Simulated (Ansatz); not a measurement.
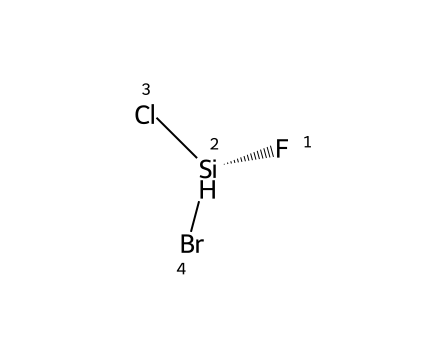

A structural formula, with wedges where it has stereocentres; small numbers name the atoms. The configuration is that of a computed structure (PBE0-D4/def2-TZVP).

Assign CIP descriptors.

Si2: S.

Give a SMILES with the stereochemistry.

F[Si@@H](Cl)Br
